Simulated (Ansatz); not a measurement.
WHClF$_{5}$: molecular dynamics (part 3 of 3)

The same run, continued: WHClF$_{5}$, multiplicity 2; UKS PBE/def2-SVP (Ansatz 0.2.0). It belongs to a series of runs on one base structure; here: dynamics from the highest image of the converged band.

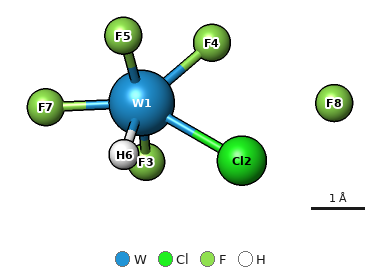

Figure 1. The geometry at step 111 of the log (ball-and-stick view, seen at a tilt; atoms are numbered from 1 in the order of the input).

## Trajectory as extended XYZ, continued
```
8
Properties=species:S:1:pos:R:3:forces:R:3 step=49 time_fs=24.5 energy=-27920.49808 temperature=200.0
W    -0.0218    0.0868    0.0522    0.1790  -0.2974   0.5251
Cl    0.0523   -0.8636    2.2317    0.0521   0.1179   0.0493
F     1.8344    0.1190   -0.0818   -0.1374   0.1607   0.1597
F    -0.0872    1.5958    1.1799    0.0680  -0.0093  -0.4921
F    -1.8774    0.2056   -0.0907    0.3550  -0.0186  -0.3343
H    -0.1615   -1.6089    0.0908   -0.0840  -0.0147  -0.0944
F     0.1082   -0.1963   -1.8024   -0.4397   0.2267   0.2906
F     0.0476    0.7130    3.7879    0.0070  -0.1654  -0.1037
8
Properties=species:S:1:pos:R:3:forces:R:3 step=56 time_fs=28.0 energy=-27920.47427 temperature=169.4
W    -0.0230    0.0885    0.0516   -0.0129  -0.7795   0.6382
Cl    0.0600   -0.8673    2.2303    0.0811   0.1335   0.0566
F     1.8489    0.1116   -0.0731   -0.5640   0.1345   0.1838
F    -0.0973    1.5851    1.1850    0.0266   0.1179  -0.4984
F    -1.8972    0.2106   -0.0975    0.8904   0.0002  -0.2870
H    -0.2360   -1.6240    0.1013   -0.0047   0.3572  -0.1440
F     0.1173   -0.1989   -1.7960   -0.4264   0.2284   0.1762
F     0.0541    0.7198    3.7820    0.0100  -0.1923  -0.1254
8
Properties=species:S:1:pos:R:3:forces:R:3 step=63 time_fs=31.5 energy=-27920.45462 temperature=144.0
W    -0.0241    0.0898    0.0515   -0.0932  -0.8026   0.6921
Cl    0.0680   -0.8705    2.2290    0.1014   0.1134   0.0388
F     1.8599    0.1050   -0.0632   -0.8524   0.1112   0.1858
F    -0.1072    1.5752    1.1870   -0.0263   0.2959  -0.4350
F    -1.9115    0.2155   -0.1060    1.2218   0.0372  -0.2495
H    -0.3115   -1.6023    0.0957    0.0332   0.2354  -0.1090
F     0.1236   -0.2001   -1.7886   -0.3984   0.2216   0.0188
F     0.0607    0.7253    3.7754    0.0139  -0.2121  -0.1420
8
Properties=species:S:1:pos:R:3:forces:R:3 step=70 time_fs=35.0 energy=-27920.44090 temperature=126.4
W    -0.0252    0.0905    0.0518   -0.0371  -0.5042   0.7119
Cl    0.0764   -0.8734    2.2278    0.1089   0.0659   0.0011
F     1.8657    0.0991   -0.0522   -0.9780   0.0907   0.1677
F    -0.1172    1.5670    1.1863   -0.0880   0.4904  -0.3304
F    -1.9183    0.2206   -0.1161    1.3322   0.0970  -0.2260
H    -0.3839   -1.5566    0.0779    0.0028  -0.2255  -0.0149
F     0.1276   -0.2000   -1.7811   -0.3593   0.2088  -0.1579
F     0.0674    0.7296    3.7678    0.0185  -0.2231  -0.1515
8
Properties=species:S:1:pos:R:3:forces:R:3 step=77 time_fs=38.5 energy=-27920.43818 temperature=122.9
W    -0.0264    0.0909    0.0525   -0.0203  -0.5686   0.7907
Cl    0.0851   -0.8761    2.2267    0.1027   0.0226  -0.0387
F     1.8656    0.0938   -0.0401   -0.9437   0.0800   0.1323
F    -0.1278    1.5620    1.1835   -0.1348   0.6467  -0.2545
F    -1.9169    0.2264   -0.1276    1.2364   0.1826  -0.2170
H    -0.4552   -1.5336    0.0582    0.0482  -0.3340   0.0587
F     0.1292   -0.1985   -1.7746   -0.3118   0.1987  -0.3158
F     0.0742    0.7324    3.7594    0.0233  -0.2280  -0.1557
8
Properties=species:S:1:pos:R:3:forces:R:3 step=84 time_fs=42.0 energy=-27920.45428 temperature=143.6
W    -0.0276    0.0910    0.0538   -0.1460  -1.1000   0.9233
Cl    0.0941   -0.8786    2.2254    0.0847   0.0031  -0.0609
F     1.8596    0.0889   -0.0273   -0.7658   0.0831   0.0814
F    -0.1392    1.5609    1.1791   -0.1470   0.7265  -0.2309
F    -1.9080    0.2334   -0.1404    0.9664   0.2738  -0.2227
H    -0.5192   -1.5445    0.0448    0.2389   0.0489   0.0833
F     0.1290   -0.1958   -1.7700   -0.2593   0.1919  -0.4202
F     0.0812    0.7339    3.7499    0.0280  -0.2274  -0.1533
8
Properties=species:S:1:pos:R:3:forces:R:3 step=90 time_fs=45.0 energy=-27920.47287 temperature=167.6
W    -0.0287    0.0905    0.0554   -0.1973  -1.3606   1.0051
Cl    0.1021   -0.8808    2.2241    0.0609  -0.0024  -0.0602
F     1.8506    0.0852   -0.0158   -0.5128   0.0919   0.0271
F    -0.1497    1.5635    1.1742   -0.1389   0.7282  -0.2235
F    -1.8955    0.2406   -0.1526    0.6216   0.3299  -0.2397
H    -0.5531   -1.5523    0.0410    0.3493   0.2516   0.0860
F     0.1275   -0.1925   -1.7681   -0.2142   0.1817  -0.4517
F     0.0873    0.7340    3.7411    0.0315  -0.2203  -0.1431
8
Properties=species:S:1:pos:R:3:forces:R:3 step=97 time_fs=48.5 energy=-27920.50916 temperature=214.3
W    -0.0301    0.0891    0.0578   -0.0515  -1.1152   1.0132
Cl    0.1116   -0.8834    2.2225    0.0247  -0.0052  -0.0344
F     1.8374    0.0814   -0.0024   -0.1300   0.1043  -0.0455
F    -0.1628    1.5707    1.1672   -0.1216   0.6561  -0.2086
F    -1.8775    0.2510   -0.1681    0.1285   0.3514  -0.2719
H    -0.5562   -1.5376    0.0458    0.2790   0.0498   0.0802
F     0.1245   -0.1876   -1.7685   -0.1635   0.1623  -0.4123
F     0.0946    0.7329    3.7299    0.0344  -0.2035  -0.1207
8
Properties=species:S:1:pos:R:3:forces:R:3 step=104 time_fs=52.0 energy=-27920.53571 temperature=248.6
W    -0.0316    0.0870    0.0608    0.1986  -0.5620   0.9479
Cl    0.1211   -0.8860    2.2207   -0.0183   0.0037   0.0156
F     1.8234    0.0782    0.0108    0.2843   0.1238  -0.1239
F    -0.1766    1.5820    1.1589   -0.0889   0.5076  -0.2028
F    -1.8587    0.2635   -0.1853   -0.3782   0.3203  -0.3075
H    -0.5279   -1.5194    0.0597    0.0789  -0.3514   0.0519
F     0.1205   -0.1818   -1.7713   -0.1128   0.1389  -0.2907
F     0.1021    0.7305    3.7180    0.0365  -0.1808  -0.0904
8
Properties=species:S:1:pos:R:3:forces:R:3 step=111 time_fs=55.5 energy=-27920.55204 temperature=269.6
W    -0.0329    0.0845    0.0645    0.2628  -0.4304   0.8709
Cl    0.1306   -0.8885    2.2191   -0.0654   0.0382   0.0795
F     1.8111    0.0758    0.0232    0.6406   0.1586  -0.2021
F    -0.1909    1.5964    1.1493   -0.0276   0.2925  -0.2391
F    -1.8422    0.2780   -0.2045   -0.7838   0.2527  -0.3281
H    -0.4891   -1.5373    0.0793   -0.0076  -0.2759  -0.0224
F     0.1158   -0.1750   -1.7760   -0.0573   0.1216  -0.1006
F     0.1098    0.7269    3.7056    0.0385  -0.1573  -0.0580
8
Properties=species:S:1:pos:R:3:forces:R:3 step=118 time_fs=59.0 energy=-27920.55472 temperature=273.1
W    -0.0340    0.0817    0.0688    0.1598  -0.6755   0.7710
Cl    0.1399   -0.8910    2.2176   -0.1151   0.0841   0.1333
F     1.8027    0.0744    0.0344    0.8580   0.2010  -0.2723
F    -0.2054    1.6125    1.1383    0.0454   0.0461  -0.3010
F    -1.8305    0.2941   -0.2257   -0.9954   0.1689  -0.3156
H    -0.4502   -1.5833    0.0961    0.0022   0.1994  -0.1139
F     0.1107   -0.1675   -1.7813    0.0045   0.1107   0.1248
F     0.1178    0.7224    3.6928    0.0405  -0.1347  -0.0263
8
Properties=species:S:1:pos:R:3:forces:R:3 step=125 time_fs=62.5 energy=-27920.54913 temperature=265.9
W    -0.0351    0.0785    0.0735    0.1050  -0.5932   0.5543
Cl    0.1488   -0.8931    2.2166   -0.1644   0.1078   0.1559
F     1.7995    0.0743    0.0439    0.8866   0.2341  -0.3266
F    -0.2197    1.6290    1.1253    0.0979  -0.1778  -0.3279
F    -1.8249    0.3112   -0.2488   -0.9681   0.0714  -0.2573
H    -0.4119   -1.6092    0.1002   -0.0697   0.3717  -0.1454
F     0.1057   -0.1594   -1.7857    0.0708   0.0958   0.3411
F     0.1260    0.7171    3.6798    0.0420  -0.1098   0.0059
8
Properties=species:S:1:pos:R:3:forces:R:3 step=132 time_fs=66.0 energy=-27920.55406 temperature=272.2
W    -0.0360    0.0750    0.0785    0.1413  -0.0007   0.2070
Cl    0.1572   -0.8949    2.2162   -0.2074   0.0945   0.1407
F     1.8018    0.0756    0.0513    0.7236   0.2485  -0.3599
F    -0.2333    1.6444    1.1104    0.1167  -0.3420  -0.2936
F    -1.8251    0.3287   -0.2734   -0.7210  -0.0391  -0.1499
H    -0.3828   -1.5966    0.0880   -0.2361   0.0470  -0.0942
F     0.1011   -0.1506   -1.7881    0.1401   0.0725   0.5111
F     0.1345    0.7111    3.6669    0.0429  -0.0808   0.0388
8
Properties=species:S:1:pos:R:3:forces:R:3 step=139 time_fs=69.5 energy=-27920.55333 temperature=271.3
W    -0.0369    0.0714    0.0837    0.1533   0.5999  -0.1463
Cl    0.1648   -0.8964    2.2161   -0.2376   0.0593   0.0892
F     1.8085    0.0784    0.0566    0.4225   0.2420  -0.3703
F    -0.2462    1.6578    1.0936    0.1113  -0.4467  -0.2378
F    -1.8298    0.3460   -0.2990   -0.3369  -0.1433  -0.0043
H    -0.3810   -1.5789    0.0651   -0.3698  -0.3035  -0.0093
F     0.0974   -0.1414   -1.7874    0.2130   0.0443   0.6112
F     0.1433    0.7046    3.6542    0.0442  -0.0520   0.0674
8
Properties=species:S:1:pos:R:3:forces:R:3 step=146 time_fs=73.0 energy=-27920.56169 temperature=282.1
W    -0.0377    0.0682    0.0889   -0.0169   0.5610  -0.3778
Cl    0.1717   -0.8977    2.2164   -0.2492   0.0264   0.0197
F     1.8178    0.0827    0.0595    0.0696   0.2164  -0.3594
F    -0.2585    1.6683    1.0753    0.1027  -0.5125  -0.2132
F    -1.8366    0.3625   -0.3247    0.0731  -0.2137   0.1560
H    -0.4207   -1.5904    0.0409   -0.3166  -0.0617   0.0622
F     0.0950   -0.1319   -1.7829    0.2899   0.0132   0.6251
F     0.1523    0.6977    3.6419    0.0473  -0.0291   0.0875
8
Properties=species:S:1:pos:R:3:forces:R:3 step=153 time_fs=76.5 energy=-27920.56253 temperature=283.2
W    -0.0385    0.0654    0.0937   -0.2894   0.2757  -0.4956
Cl    0.1777   -0.8989    2.2167   -0.2434  -0.0092  -0.0439
F     1.8275    0.0884    0.0602   -0.2522   0.1726  -0.3304
F    -0.2700    1.6757    1.0557    0.0950  -0.5296  -0.1929
F    -1.8429    0.3776   -0.3493    0.4100  -0.2438   0.3011
H    -0.4963   -1.6072    0.0239   -0.1377   0.3764   0.1213
F     0.0944   -0.1223   -1.7745    0.3658  -0.0334   0.5378
F     0.1616    0.6907    3.6301    0.0521  -0.0088   0.1027
8
Properties=species:S:1:pos:R:3:forces:R:3 step=160 time_fs=80.0 energy=-27920.56389 temperature=284.9
W    -0.0395    0.0627    0.0983   -0.4569   0.3534  -0.5379
Cl    0.1830   -0.9002    2.2169   -0.2235  -0.0664  -0.0817
F     1.8358    0.0951    0.0589   -0.4834   0.1116  -0.2862
F    -0.2811    1.6799    1.0350    0.0762  -0.4701  -0.1239
F    -1.8468    0.3912   -0.3721    0.6114  -0.2349   0.4047
H    -0.5886   -1.5843    0.0210   -0.0127   0.3961   0.1598
F     0.0961   -0.1130   -1.7629    0.4317  -0.1066   0.3452
F     0.1713    0.6836    3.6190    0.0572   0.0170   0.1200
8
Properties=species:S:1:pos:R:3:forces:R:3 step=167 time_fs=83.5 energy=-27920.56565 temperature=287.1
W    -0.0408    0.0603    0.1025   -0.4516   0.8079  -0.4952
Cl    0.1875   -0.9016    2.2169   -0.1914  -0.1424  -0.0873
F     1.8411    0.1026    0.0558   -0.5931   0.0364  -0.2290
F    -0.2916    1.6811    1.0134    0.0522  -0.3373  -0.0084
F    -1.8469    0.4034   -0.3924    0.6564  -0.1835   0.4491
H    -0.6837   -1.5193    0.0364   -0.0141  -0.0259   0.1621
F     0.1004   -0.1043   -1.7492    0.4795  -0.2047   0.0678
F     0.1813    0.6766    3.6087    0.0622   0.0493   0.1408
```

This output came from the following input.

## Input
```yaml
crystal:
  periodic: [false, false, false]
  atoms:
    - { symbol: W, position_ang: [-0.006506, 0.070537, 0.064067] }
    - { symbol: Cl, position_ang: [-0.000574, -0.831976, 2.241488] }
    - { symbol: F, position_ang: [1.831696, 0.205935, -0.131086] }
    - { symbol: F, position_ang: [8.3e-05, 1.655949, 1.074242] }
    - { symbol: F, position_ang: [-1.849277, 0.172762, -0.106847] }
    - { symbol: H, position_ang: [0.042069, -1.645879, 0.063373] }
    - { symbol: F, position_ang: [-0.019895, -0.142671, -1.791523] }
    - { symbol: F, position_ang: [0.002404, 0.645343, 3.816284] }
magnetization:
  spin_polarized: true
  initial_magnetization: 1
basis:
  gaussian: { orbitals: def2-SVP }
hamiltonian:
  xc: pbe
md:
  timestep: 0.5
  n_steps: 167
  ensemble: nve
  temperature: 300.0
  initial_velocities: maxwell_boltzmann
  seed: 10406
```

Launch command:
```bash
ansatz run input.yaml --threads 4 --pin off --max-ram 5120MiB --backend cpu --events-out ev --progress --plain --runs-dir out
```

## Summary

| quantity | value |
| --- | --- |
| outcome | finished |
| mean temperature over the second half | 255 K |
| trajectory | 167 steps, 83.5 fs |
| ensemble | nve |
| temperature in the input | 300.0 K |
| time step | 0.5 fs |
| potential energy (last step) | −27920.5657 eV |
| mean-field energy (last step) | −27920.5657 eV |
| ⟨S²⟩ (last step) | 0.754 |
| largest force (length of the vector) (last step) | 1.050 eV/Å |
| hardware | 4 threads of Arm Neoverse V1, 24 GiB of memory available, shared host |
| wall time | 9.9 min (CPU time 37 min) |
| peak memory | 0.28 GiB |

So short a trajectory is not equilibrated.
